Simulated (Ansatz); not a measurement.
An ideal cubic perovskite cell is held by its symmetry; such compounds can tilt or shift off centre at room temperature. The starting structures come from a database of crystals and need not be the phases stable at ambient conditions.

 Where the default PAW files enter, the runs use the earlier of Ansatz's two default sets.

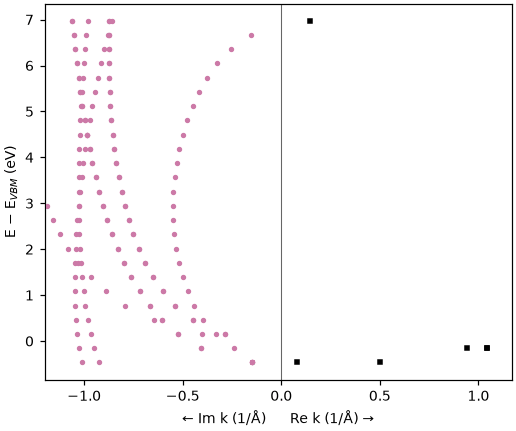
*Complex bands at the centre of the two-dimensional zone; r2SCAN (Ansatz, a first-principles code)*

The gap is the functional's own. No spin-orbit coupling. Mid-gap values are interpolated on the energy grid.

This is NaMgF3 (Pm-3m, cubic perovskite, not sure to be the ambient phase, 5 atoms a cell, 12.3 Å³ an atom, -3 GPa at this level) along the normal of (111). Read off the slowest decay at the centre of the two-dimensional zone at 3.56 eV, the computed energy nearest the middle of the gap.

κ ≈ 0.54 1/Å, a decay length 1/(2κ) of the density of 0.92 Å.
